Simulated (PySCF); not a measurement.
**H₄O₄Si, SMILES `O[Si](O)(O)O`: what the electrons do**

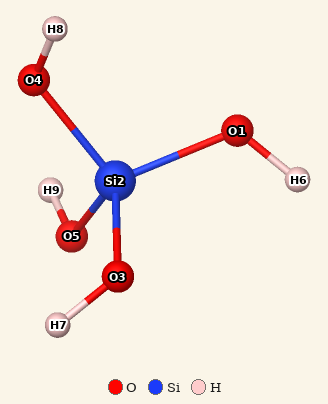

The molecule, with its atoms numbered as below. No frequency check shows the geometry to be a minimum.

Cartesian coordinates (Å):

```
O1       1.2087    0.6497   -0.8701
Si2      0.0002   -0.0001   -0.0003
O3       0.6498   -1.2083    0.8699
O4      -0.6500    1.2084    0.8699
O5      -1.2088   -0.6496   -0.8701
H6       1.8242    0.0635   -1.2997
H7       0.0633   -1.8206    1.3036
H8      -0.0634    1.8206    1.3036
H9      -1.8243   -0.0634   -1.2997
```

Part 1: Bonding charge

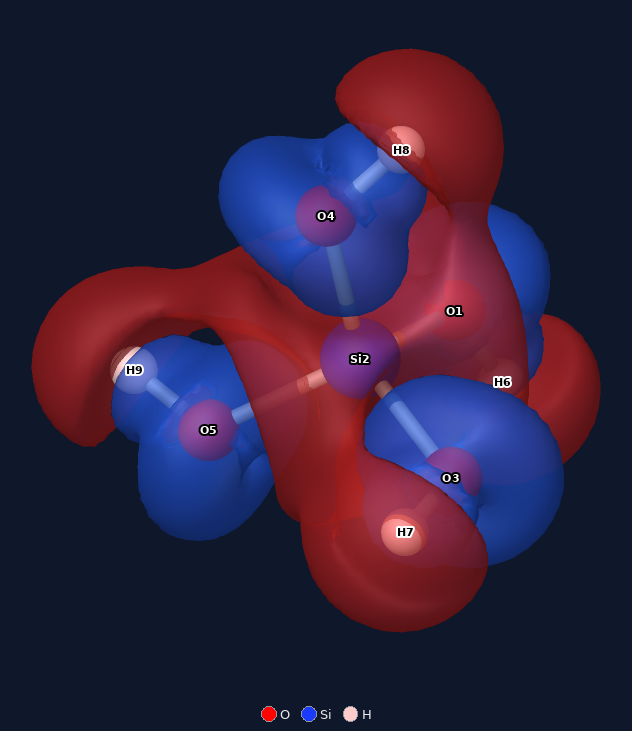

Deformation density (molecule less spherical, spin-averaged free atoms at the same positions), surfaces at ±0.04 e/Å³; blue: gain, red: loss.

Computed with PySCF, HF/def2-SVP, geometry: GFN2-xTB.

> How much density has each bond gained at its critical point, relative to the free atoms?

O4–H8, O3–H7, O1–H6 and O5–H9: +0.59 e/Å³ at the bond critical point (bond length 0.95 Å, Mayer order 1.0). O1–Si2, Si2–O3, Si2–O5 and Si2–O4: +0.06 e/Å³ at the bond critical point (bond length 1.62 Å, Mayer order 1.0); up to 0.6 Å beside the axis the gain reaches +0.43 e/Å³. In all, 2.3 electrons gather in the regions of gain relative to the promolecule. A small or negative value marks a very polar bond, one between electron-rich atoms, whose free-atom densities already overlap strongly, a long bond to a heavier atom, or a closed-shell contact such as a hydrogen bond.

Part 2: Bond critical points

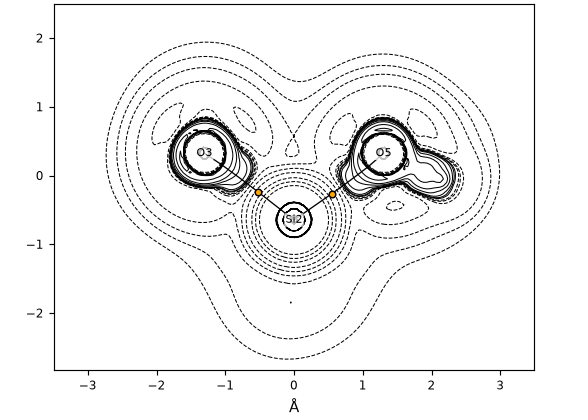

Negative Laplacian of the density (−∇²ρ) in the plane of Si2, O3 and O5 (solid lines positive, dashed lines negative, contours at ±0.02 to ±8 a.u.), with bond paths and bond critical points (dots).

> Sort the bonds in the plane by the sign of ∇²ρ at their critical points.

At none is it concentrated. Depleted (∇²ρ > 0): Si2–O3 and Si2–O5 (+1.13 a.u., H = −0.017).

> Where along Si2–O3 does the critical point lie?

0.66 Å from Si2 and 0.96 Å from O3.

Part 3: Local ionisation energy

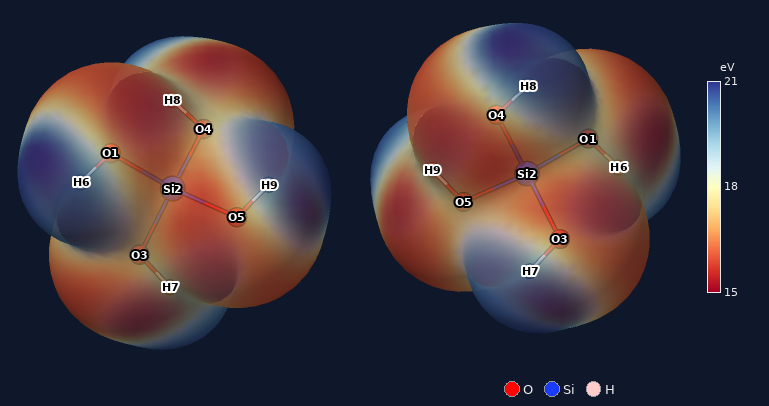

Average local ionisation energy on the surface of electron density 0.001 a.u. (back view left, front view right).

> Where are the most loosely bound electrons on this surface?

The lowest value is 15.5 eV, off the O5–H9 bond (1.8 to 2.0 Å from its atoms), and at like points elsewhere. For comparison, the highest occupied orbital lies at −13.5 eV.

> What volume does the surface enclose, and what is the dipole moment?

About 90 Å³; the dipole moment is 0.0 D.

Part 4: Excited states

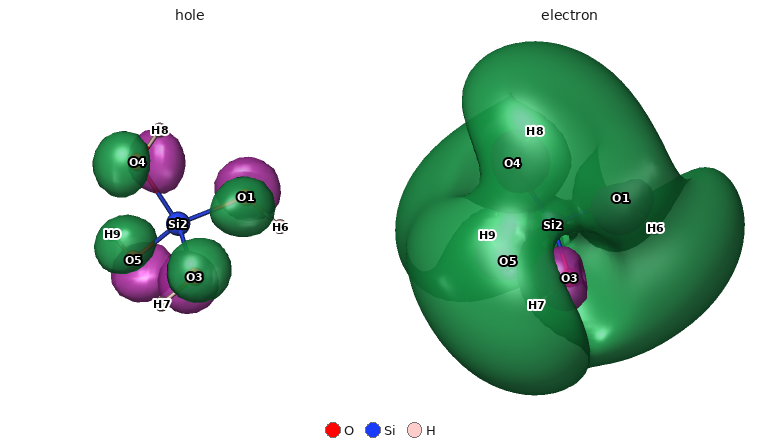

Leading natural transition orbital pair of S₄ (TDA singlet states); the surfaces enclose about 70 % of each orbital's density.

Level of theory: B3LYP/def2-SVPD (PySCF), at a geometry from GFN2-xTB.

> Where does the state lie, and where do hole and electron sit?

8.35 eV (149 nm), f = 0.124 (bright), diffuse (Rydberg-like) orbital; the leading pair carries 94 %; hole on O1, O3, O4 and O5 (21 % each) and Si2 (10 %), electron on Si2 (18 %), H6, H7, H8 and H9 (11 % each) and O1, O3, O4 and O5 (9 % each) (atom shares of so diffuse an orbital are rough); their centroids lie 0.0 Å apart. In canonical orbitals it is mainly HOMO−3 → LUMO (94 %). The HOMO–LUMO gap is 8.44 eV.

Part 5: In an electric field

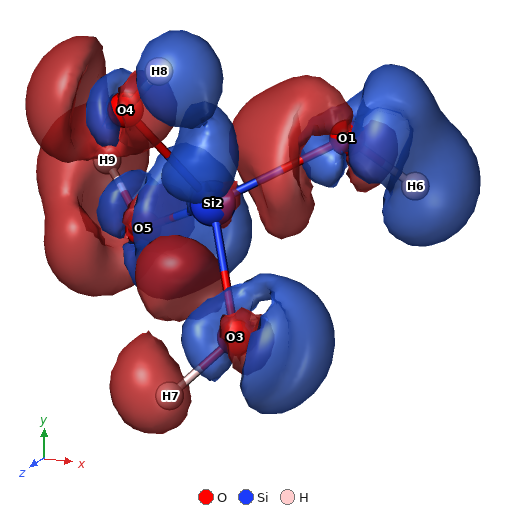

Change of the electron density in a uniform field of 0.10 V/Å, surfaces at ±0.0008 e/Å³ (red: gain, blue: loss).

PySCF calculation, M06-2X/6-311+G**, gas phase; geometry: GFN2-xTB. The basis has diffuse s and p functions alone, which still leaves polarisabilities too small, most of all across bonds.

The field was applied in both directions; the picture shows the one opposite to the script's first.

> Along which Cartesian direction does the field point?

Along +x: electrons gather on the −x side, against the field.

> What dipole is induced, and what polarisability does it imply?

The induced dipole is 0.18 D (along the field); α along this axis, from the fields in both directions, is 35 bohr³ (5.1 Å³).

Part 6: Localised orbitals

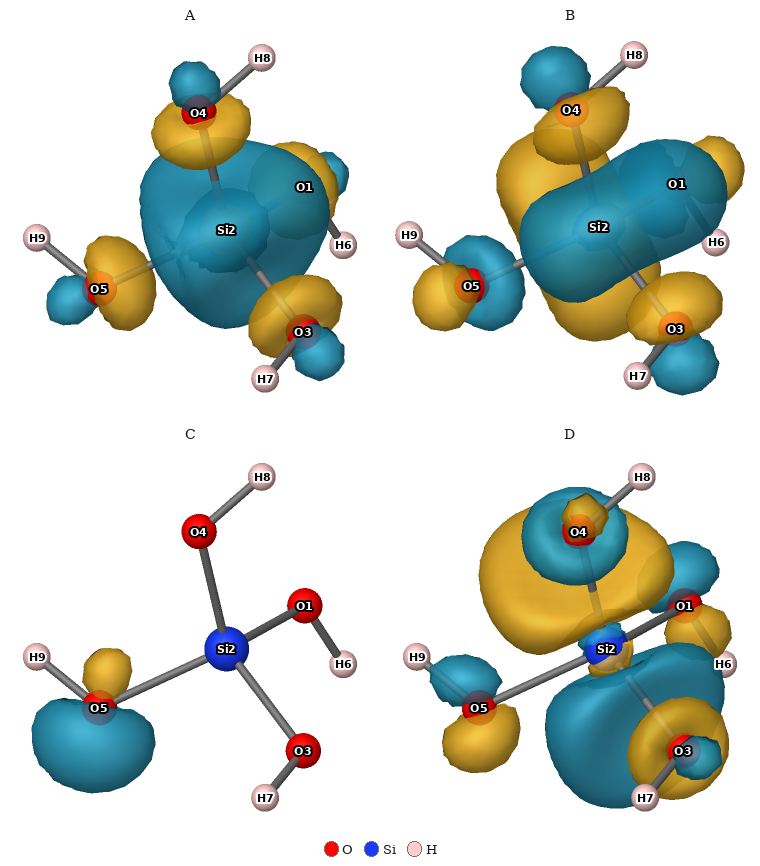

Intrinsic bond orbitals (IBO), occupied and valence-virtual; each surface holds about 70 % of the orbital's density. Energies are diagonal elements of the Fock matrix.

Method: B3LYP/def2-SVP; geometry: GFN2-xTB; program: PySCF.

> Name the orbitals, with their atomic make-up and energies.

By panel:
- A: antibonding multicentre orbital mainly over Si2, O4, O5 and O3 (Si2 65 %, O4 9 %, O5 9 %; 6.4 eV)
- B: σ* orbital Si2–O5, mostly on Si2 (Si2 72 %, O5 7 %, O1 7 %; 6.7 eV)
- C: lone pair on O5 (sp2.7-type) (O5 97 %; −11.7 eV)
- D: σ* orbital Si2–O3, mostly on Si2 (Si2 74 %, O3 10 %, O4 10 %; 7.9 eV)

> How do all the valence pairs divide up?

16 pairs: 8 σ bonds and 8 lone pairs.

Part 7: Stretching a bond

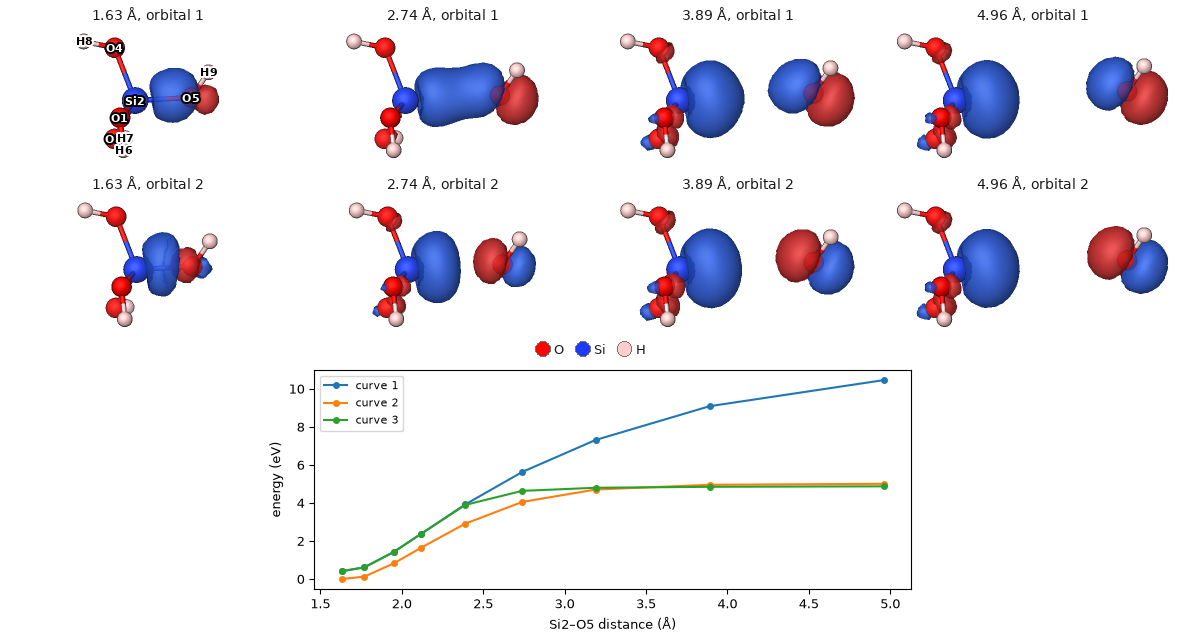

Rigid stretch of the Si2–O5 bond. The two CASSCF(2,2) natural orbitals nearest half filling (orbital 1 the more occupied). Below: energies along the scan, from the lowest point of the three curves.

Computed with PySCF, cc-pVDZ basis, geometry: GFN2-xTB.

> How do the occupations change along the stretch?

1.63 Å: 1.99 and 0.01; 2.74 Å: 1.74 and 0.26; 3.89 Å: 1.16 and 0.84; 4.96 Å: 1.03 and 0.97. At the longest distance computed (4.96 Å) they are 1.03 and 0.97, and the effective number of unpaired electrons is 2.0.

> Which curve is which method?

Curve 1 is RHF. Curve 2 is CASSCF(2,2). Curve 3 is UHF. RHF rises too steeply because it keeps both electrons in one orbital and so mixes in ionic fragments.

> Where does the UHF solution part from RHF?

Between 2.12 Å (⟨S²⟩ = 0, the two coincide) and 2.39 Å (⟨S²⟩ = 0.19); at 4.96 Å ⟨S²⟩ is 1.01 and UHF lies 5.6 eV below RHF.
